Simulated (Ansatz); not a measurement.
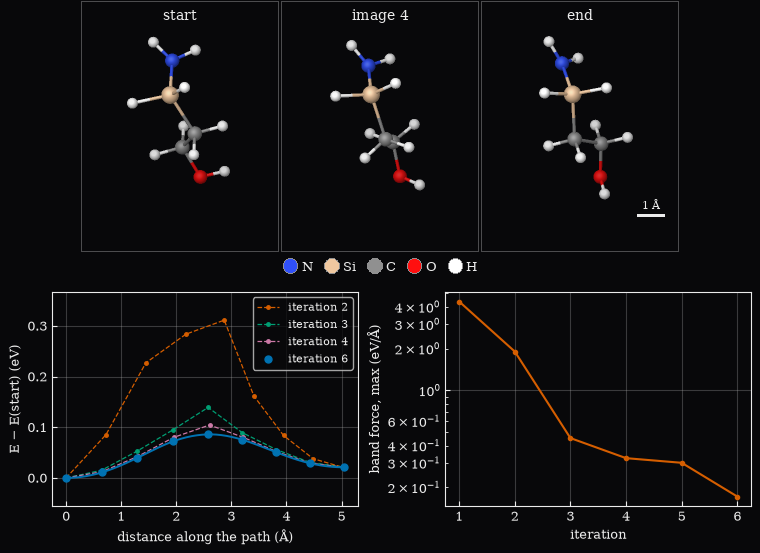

NEB run on C$_{2}$H$_{9}$NOSi. Images are numbered from 0 (start) to 8 (end). The plot follows the band through its iterations. Style: ball-and-stick. Shown from a free direction.

Computed with Ansatz 0.2.0, RKS BHLYP/def2-SVP. Set-up: 7 movable images; climbing image; force threshold 0.2 eV/Å; iteration limit 60; starting path through a guess of the saddle point.

Judge this run.

The run is converged, with reservations. The band converged in 6 iterations. The largest component of the band force went from 4.4 to 0.17 eV/Å. The climbing image converged on the top of the path. Its curvatures weren't checked. The force threshold is loose. The first iteration put the highest image at 1.472 eV. Forward barrier 0.086 eV, backward barrier 0.065 eV, with image 4 at the top; the reaction energy is +0.021 eV.

The run took 3 min on 2 threads of Arm Neoverse V1, on a shared host, peak memory 0.29 GiB.
